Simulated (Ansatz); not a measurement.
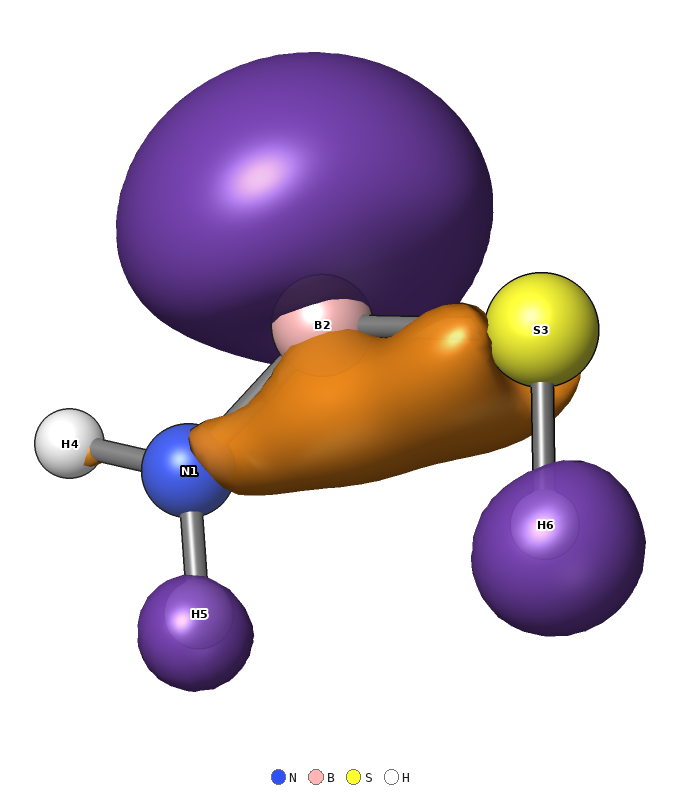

Figure 1: BH3NS (doublet). The LUMO (β) at ±0.15 Å⁻³ᐟ² (orange and purple are the two phases), seen at a tilt.

Method: UKS B3LYP/def2-SVP in Ansatz.

```yaml
atoms:
  - { symbol: N, position_ang: [-0.6271, 0.0855, -0.7591] }
  - { symbol: B, position_ang: [-0.5405, -0.4456, 0.5177] }
  - { symbol: S, position_ang: [0.7864, -0.4834, 1.7204] }
  - { symbol: H, position_ang: [-1.4678, 0.0211, -1.3220] }
  - { symbol: H, position_ang: [0.1337, 0.5750, -1.2283] }
  - { symbol: H, position_ang: [1.7573, 0.1834, 1.0252] }
```

> What is the character of this orbital?

It lies mainly on B2 (about 65 %), S3 (about 15 %), H6 (about 10 %) and N1 (about 5 %); it is symmetric in the molecular plane (an in-plane orbital: σ, lone-pair or in-plane π type). Its energy is −1.50 eV.
